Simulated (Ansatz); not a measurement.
## Electronic structure of H₉NSi₃ in real space

```tsv
atom	x (Å)	y (Å)	z (Å)
Si	-0.0087	0.0114	0.1357
N	0.1624	-0.2409	1.8823
H	-0.5485	-0.6893	2.4363
H	0.9141	0.1635	2.4158
Si	2.1506	0.1541	-0.8020
H	2.8611	-1.1685	-0.7069
H	2.0680	0.5482	-2.2523
H	2.9801	1.1847	-0.0805
H	-0.7561	1.2758	-0.2438
Si	-1.2042	-1.8144	-0.7589
H	-2.4820	-2.0422	0.0068
H	-1.5585	-1.5567	-2.1992
H	-0.3849	-3.0742	-0.6876
```

The calculation used RKS PBE0-D4/6-31G in Ansatz 0.2.0.

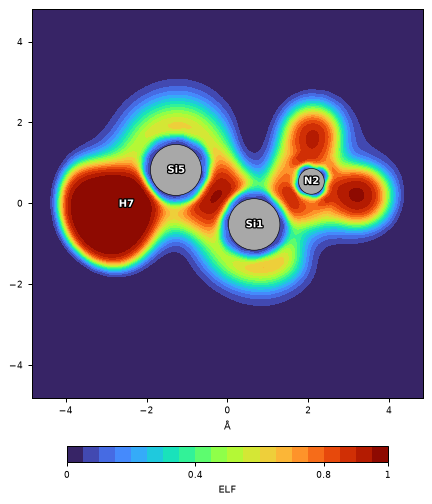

Figure 1. ELF on the plane of atoms N2, Si1 and Si5. Grey discs cover the atomic cores.

Question: What do the fields say about this system?

Answer: The plane passes through Si, N and H nuclei.
Si–N (1.77 Å): the ELF peaks at about 0.90 between the atoms; a shared but strongly polarised pair.
Si–Si (2.36 Å): the ELF peaks at about 0.95 between the atoms: a covalent bond.
Si–H (1.51 Å): the ELF climbs to about 1 towards the hydrogen, as it does in any bond to H.

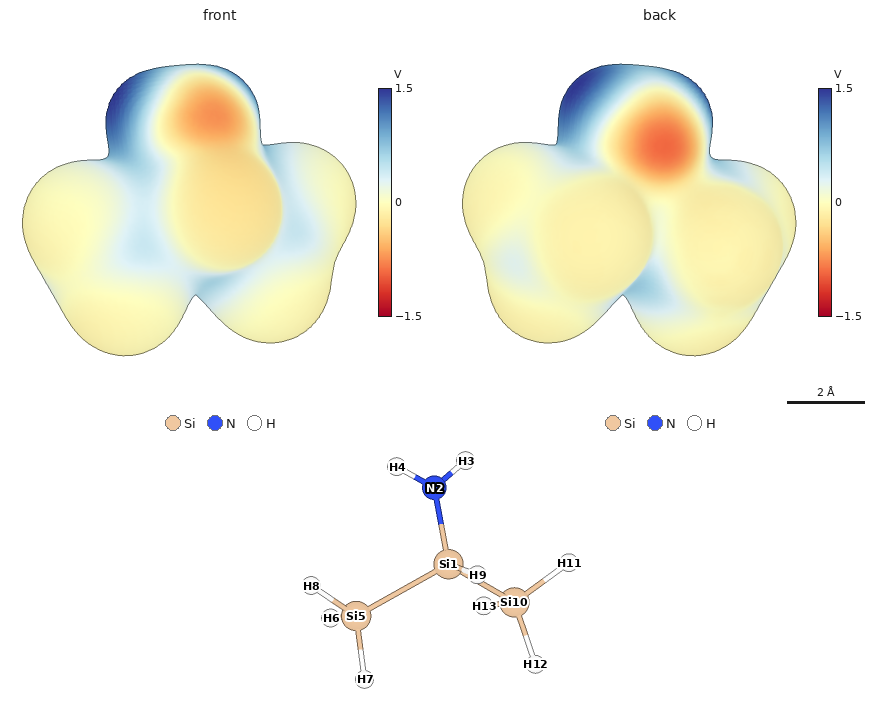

Figure 2. The molecular electrostatic potential painted on the density surface at 0.001 e/bohr³, seen from the front and from behind; red is negative and blue positive. The bare structure is drawn below in the same view.

Question: Which sites attract a positive test charge, and which a negative one?

Answer: A positive charge is drawn to the negative regions and a negative charge to the positive ones. The most negative region (about −0.8 V) lies over N2, the most positive (about +1.4 V) over H3 and H4.

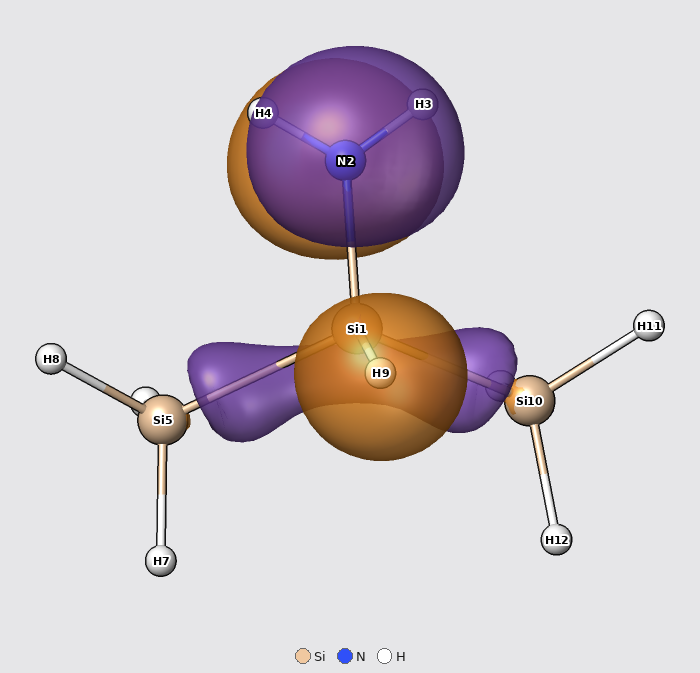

Figure 3. The HOMO at ±0.1 Å⁻³ᐟ² (orange and purple are the two phases), seen at a tilt.

Question: What is the character of this orbital?

Answer: By Hirshfeld shares it lies mainly on N2 (about 60 %) and H9 (about 10 %). Its energy is −6.70 eV.
